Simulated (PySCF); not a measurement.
## A study: C2H2F4, SMILES `FCC(F)(F)F`

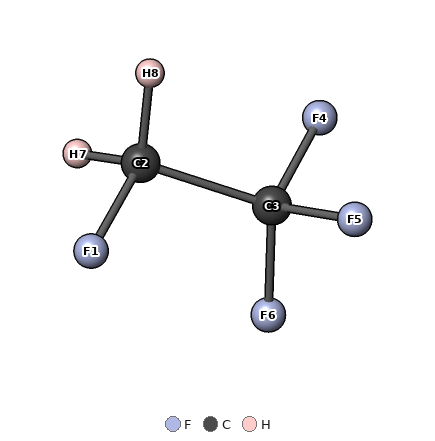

The molecule, with its atoms numbered as below. No frequency check shows the geometry to be a minimum.

Cartesian coordinates (Å):

```
F1      -1.9582   -0.1859   -0.0011
C2      -0.9493    0.7232    0.0020
C3       0.4043    0.0088   -0.0003
F4       1.3906    0.9194    0.0067
F5       0.5786   -0.7656    1.0713
F6       0.5819   -0.7523   -1.0795
H7      -1.0316    1.3400   -0.8983
H8      -1.0344    1.3288    0.9111
```

Part 1: Bonding charge

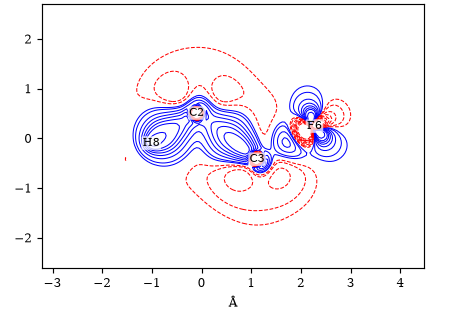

Deformation density (molecule less spherical, spin-averaged free atoms) in the plane of C2, C3, F6 and H8; contours at ±0.05 to ±0.8 e/Å³; solid blue lines: gain, dashed red lines: loss.

Method: B3LYP/def2-SVPD; geometry: GFN2-xTB; program: PySCF.

> How much density has each bond in this plane gained at its critical point, relative to the free atoms?

C2–H8: +0.78 e/Å³ at the bond critical point (bond length 1.10 Å). C2–C3: +0.61 e/Å³ at the bond critical point (bond length 1.53 Å). C3–F6: +0.14 e/Å³ at the bond critical point (bond length 1.33 Å). In all, 1.8 electrons gather in the regions of gain relative to the promolecule. A small or negative value marks a very polar bond, one between electron-rich atoms, whose free-atom densities already overlap strongly, a long bond to a heavier atom, or a closed-shell contact such as a hydrogen bond.

> Where do the Hirshfeld charges lie?

The highest Hirshfeld charge is on C3 (+0.27 e), the lowest on F1 (−0.12 e).

```csv
atom,charge (e)
F1,−0.12
C2,+0.03
C3,+0.27
F4,−0.11
F5,−0.10
F6,−0.10
H7,+0.06
H8,+0.06
```

Part 2: Bond critical points

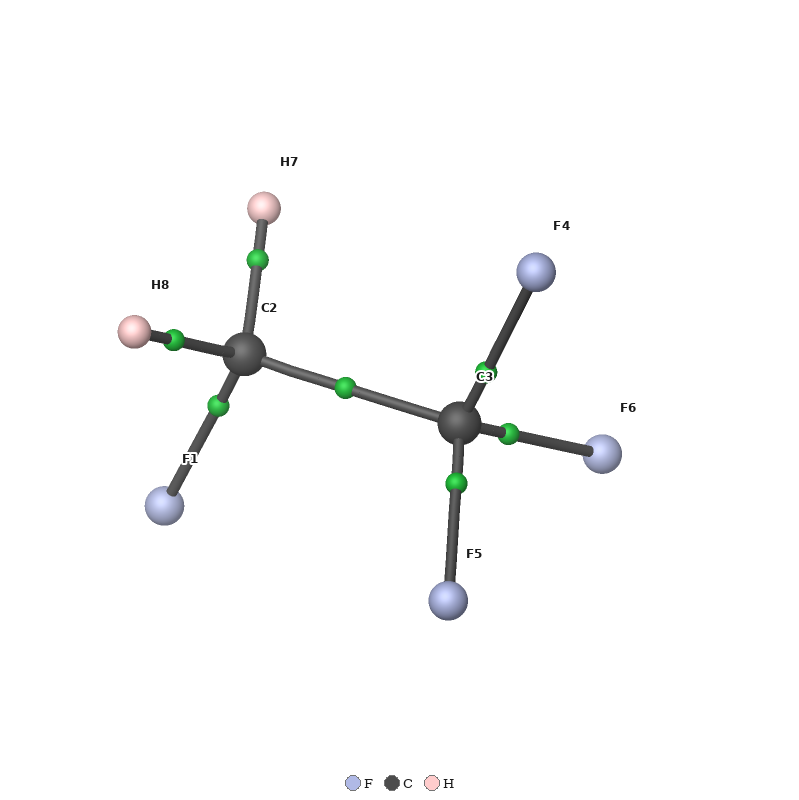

Molecular graph of the electron density (QTAIM): bond paths, bond critical points (green), ring points (magenta, if any); weak paths are dashed.

> How many critical points of each kind are there, and does the count close?

8 nuclei, 7 bond, 0 ring and 0 cage critical points: 8 − 7 + 0 − 0 = 1, as the Poincaré–Hopf relation requires.

> Tabulate density, Laplacian, ellipticity and energy density at the bond critical points (atomic units).

```csv
bond,length (Å),ρ (a.u.),∇²ρ (a.u.),ε,H (a.u.)
C2–H7,1.094,0.287,−1.14,0.05,−0.316
C2–H8,1.096,0.287,−1.13,0.05,−0.315
C3–F6 (2 alike),1.332,0.280,−0.20,0.13,−0.420
C3–F4,1.342,0.274,−0.23,0.14,−0.405
C2–C3,1.531,0.266,−0.70,0.07,−0.226
F1–C2,1.358,0.248,+0.08,0.05,−0.349
```

> What kind of interaction is C3–F4?

Shared-shell (covalent): ρ = 0.274, ∇²ρ = −0.23, H = −0.405 a.u.

Part 3: Local ionisation energy

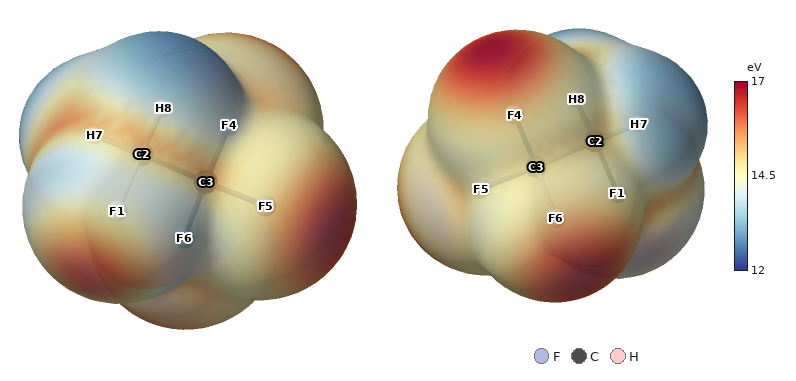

Average local ionisation energy on the surface of electron density 0.001 a.u. (back view left, front view right).

> Locate the minima of the map.

The lowest value is 12.8 eV, 1.3 Å from H8, and at like points elsewhere. Further minima include 13.6 eV, 1.7 Å from F1; 13.6 eV, 1.7 Å from F1; 14.3 eV, 1.7 Å from F6. For comparison, the highest occupied orbital lies at −10.5 eV.

> What volume does the surface enclose, and what is the dipole moment?

About 84 Å³; the dipole moment is 2.1 D.

Part 4: In an electric field

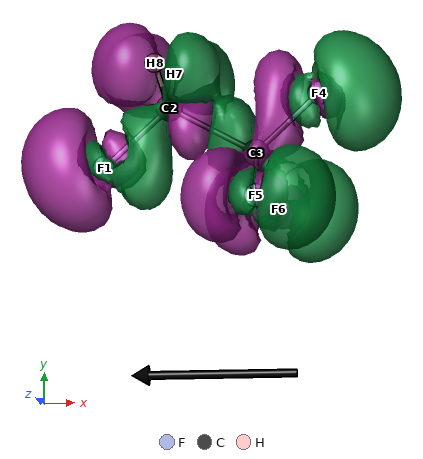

Change of the electron density in a uniform field of 0.21 V/Å along −x (arrow), surfaces at ±0.001 e/Å³ (green: gain, purple: loss).

PySCF calculation, B3LYP/def2-SVPD, gas phase; geometry: GFN2-xTB.

The field was applied in both directions; the picture shows the one opposite to the script's first.

> How large is the response?

The induced dipole is 0.32 D (along the field); α along this axis, from the fields in both directions, is 32 bohr³ (4.7 Å³).

Part 5: Removing or adding an electron

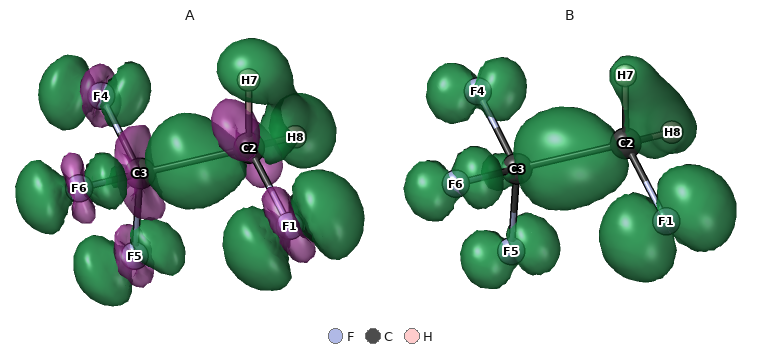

The Fukui function f⁻ from two separate SCF calculations and the density of the HOMO, at ±0.04 e/Å³ (green positive, purple negative).

Computed with PySCF, B3LYP/def2-SVPD, geometry: GFN2-xTB.

> Which panel is which, and how good is the frozen-orbital picture?

A is f⁻ (it has negative regions), B the HOMO density. The HOMO lies on F1 (35 %), C2 (18 %) and C3 (14 %); f⁻ (Hirshfeld-condensed) is largest on F1 (0.24); the vertical ionisation energy is 13.24 eV (the stability of the cation's solution wasn't checked). Relaxation shifts 23 % of the electron between atoms. The orbital energy is −10.46 eV.
